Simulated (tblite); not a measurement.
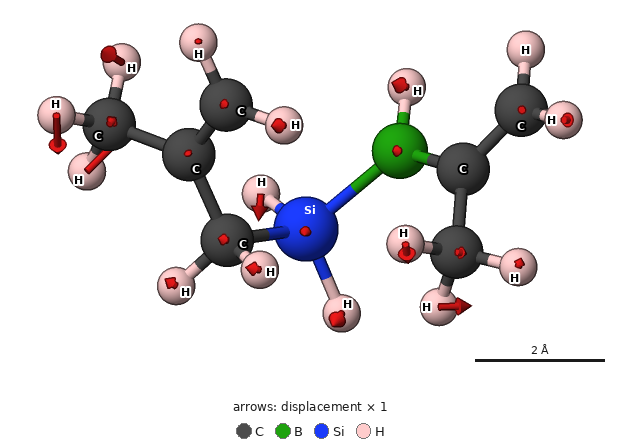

A relaxation of C7H15BSi. The starting structure is drawn; red arrows show the displacements, at their true length. The two geometries are superimposed by the best rigid fit.

Style: ball-and-stick. Shown at a tilt.

All numbers below come from GFN2-xTB geometry optimisation, gas phase in tblite 0.8.0. 

### Describe the change and its energy.

Over 123 geometry steps the energy falls by 6.80 kcal/mol. The largest move after the best rigid fit is that of an H atom, 1.15 Å. By element the largest moves are H 1.15 Å, C 0.21 Å, Si 0.18 Å, B 0.17 Å. Near-neighbour distances that change, for instance: C–Si 1.871 → 1.931 Å, C–H 1.117 → 1.089 Å, B–C 1.575 → 1.552 Å, C–C 1.521 → 1.505 Å. Among the angles between lasting bonds that change: B–Si–H 109.4° → 117.7°, B–Si–H 109.0° → 116.4°, H–Si–H 109.3° → 102.7°. Groups turn about C–C by about 55°, C–C by about 25°.
